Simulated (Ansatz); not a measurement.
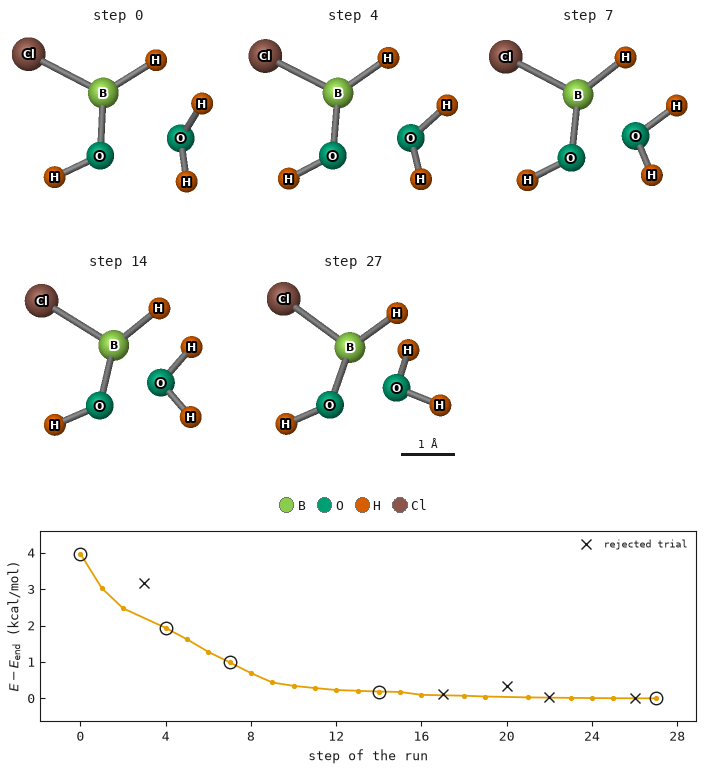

Frames of a relaxation of BH4O2Cl, marked on the history of the run. The picture is a ball-and-stick view, seen from a free direction.

The run prepares an end point of a later path (reaction) calculation, from a guessed geometry.

All numbers below come from Ansatz, RKS PBE0/6-31G*. Settings: no spin polarisation; force threshold 0.03 eV/Å; at most 50 steps.

> What happens along the run?

Over 22 accepted moves (27 points after the start) the energy falls by 3.97 kcal/mol. Largest force component: 0.81 eV/Å at the start, 0.011 eV/Å at the end. The line search rejected the trial steps at points 3, 17, 20, 22, 26 of the run. The forces were under the threshold at step 23, but the run went on from there. The atom that moves furthest after the best rigid fit is an H atom (0.93 Å). Largest moves by element: H 0.93 Å, O 0.58 Å, Cl 0.45 Å, B 0.28 Å. Among the contacts that change: B–O 2.608 → 1.896 Å, B–Cl 1.769 → 1.830 Å, B–O 1.349 → 1.368 Å, H–O 0.984 → 0.970 Å. Among the angles between lasting bonds that change: H–O–H 102.8° → 106.5°, Cl–B–H 119.0° → 115.4°, Cl–B–O 121.8° → 119.0°. From step 0 to 4: an H atom moves most (0.37 Å), energy −2.03 kcal/mol. From step 4 to 7: an O atom moves most (0.28 Å), energy −0.95 kcal/mol. From step 7 to 14: an H atom moves most (0.30 Å), energy −0.80 kcal/mol. From step 14 to 27: H atoms move most (0.37 Å), energy −0.19 kcal/mol.
